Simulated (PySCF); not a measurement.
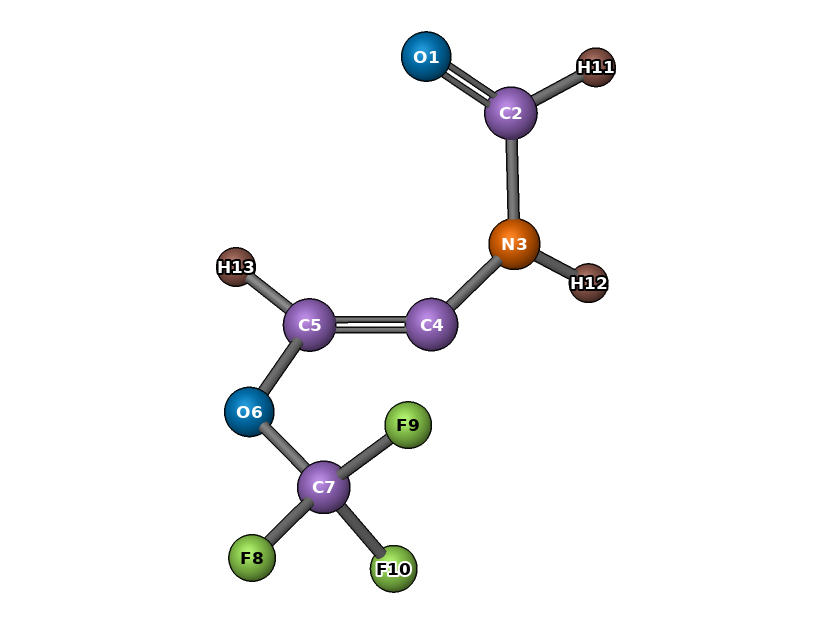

The questions are on Mulliken spin populations. State: neutral, doublet. Computed geometry: GFN2-xTB optimisation. No frequency run is at hand to confirm it as a minimum. Properties computed with UKS B3LYP, pcH-1 on C F H N O, non-relativistic (PySCF 2.14.0).

### Which atom carries the largest spin population?

C4 (0.80 e).

### Which atom has the lowest spin population?

C5 (−0.02 e); a negative value comes from spin polarisation.

Give the Mulliken spin populations atom by atom.

```csv
atom,value (e)
O1,0.07
C2,0.02
N3,0.04
C4,0.80
C5,−0.02
O6,0.02
C7,0.00
F8,0.00
F9,0.00
F10,0.00
H11,0.00
H12,0.00
H13,0.05
```

Mulliken values depend strongly on the basis set.
